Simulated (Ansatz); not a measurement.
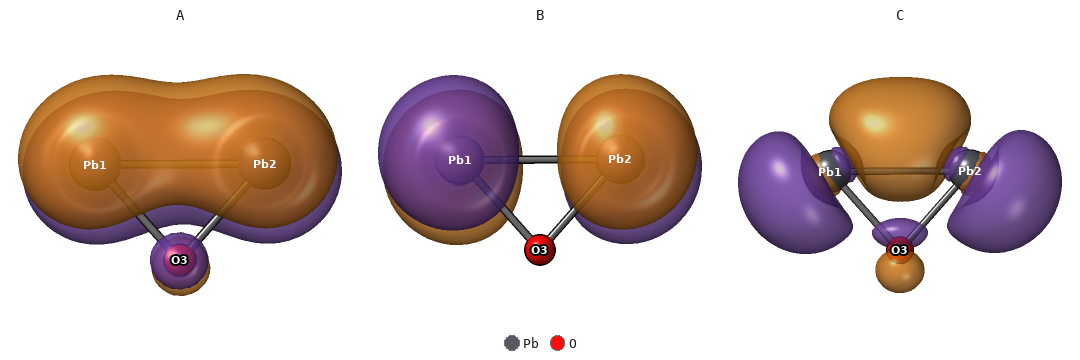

OPb₂ (charge +1, quartet). Three frontier orbitals at ±0.08 Å⁻³ᐟ² (orange and purple are the two phases), in no order.

Geometry: PBE-D4/def2-TZVP; core potentials replace the inner electrons of Pb.

The calculation used UKS PBE0-D4/def2-TZVP (Ansatz).

> Which picture is the HOMO−1, the HOMO and the LUMO? All are α orbitals.

C is the HOMO−1 (α) (−10.76 eV). By Hirshfeld shares it lies mainly on Pb1 (about 50 %) and Pb2 (about 50 %); it is symmetric in the molecular plane (an in-plane orbital: σ, lone-pair or in-plane π type). A is the HOMO (α) (−9.95 eV). By Hirshfeld shares it lies mainly on Pb1 (about 50 %) and Pb2 (about 50 %); it changes sign across the molecular plane (π type); π-bonding across Pb1–Pb2. B is the LUMO (α) (−7.63 eV). It lies mainly on Pb1 (about 50 %) and Pb2 (about 50 %); it changes sign across the molecular plane (π type); π-antibonding (a node) across Pb1–Pb2.

> What is the gap between the highest occupied and lowest empty α orbitals?

2.32 eV between the orbital energies.
